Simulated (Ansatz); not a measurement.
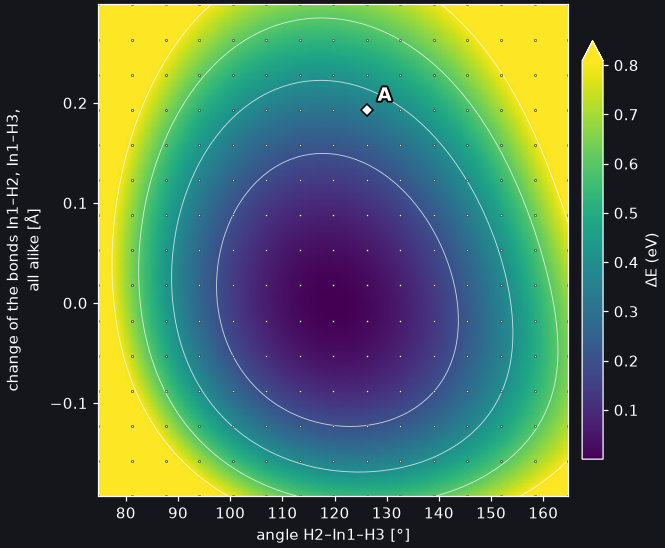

H₂In, SMILES [InH2], spin multiplicity 2. Coordinates scanned: (1) angle H2–In1–H3; (2) change of the bonds In1–H2, In1–H3, all alike. Nothing is relaxed (all other coordinates rigid). Grid: 15 × 15 points. Points are written as (first, second). Energies are in eV, from the relaxed molecule at the same level. All numbers below come from UHF/def2-TZVP in Ansatz 0.2.0.

Drawn: a smooth colour map with a few white contour lines, dots at the grid points, one colour for all values above the top of the scale, the point A. Between grid points the surface is interpolated.

### Is A at rest? If not, where is it pushed?

A, at (126.2°, 0.193 Å), is not a stationary point. The computed force is 0.0059 eV for each degree towards smaller values of angle H2–In1–H3 and 2.8 eV for each Å towards smaller values of the second coordinate.
